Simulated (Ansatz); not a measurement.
LiBr (rock salt), conventional cell a = b = c = 5.511 Å, α = β = γ = 90.00°. The calculation uses the primitive cell of 2 atoms, to which meshes and values per cell refer.

The volume is varied about the relaxed value V₀ at fixed cell shape. Symmetry pins the atoms to their sites.

Computed with PBE (plane waves to 420 eV, PAW, scalar-relativistic; Ansatz, a quantum-chemistry and plane-wave program). k mesh 10×10×10 (Γ-centred), Fermi-Dirac smearing 0.05 eV. E stands for the smeared free energy. LiBr was relaxed with its symmetry unable to fall. ΔE is measured from the relaxed starting cell.

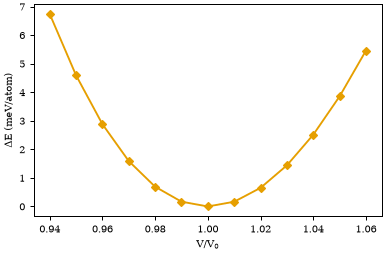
Figure. ΔE (meV/atom) against V/V₀; markers are the computed points, lines only join them.

Question: What is ΔE at V/V₀ = 0.940?

Answer: About 6.7 meV/atom.

Question: What is ΔE at V/V₀ = 1.060?

Answer: About 5.5 meV/atom.

Question: What bulk modulus B₀ follows from a third-order Birch-Murnaghan fit?

Answer: About 26 GPa.

(A scan under strain: stresses follow from slopes of the energy per volume, elastic moduli from its curvatures.)
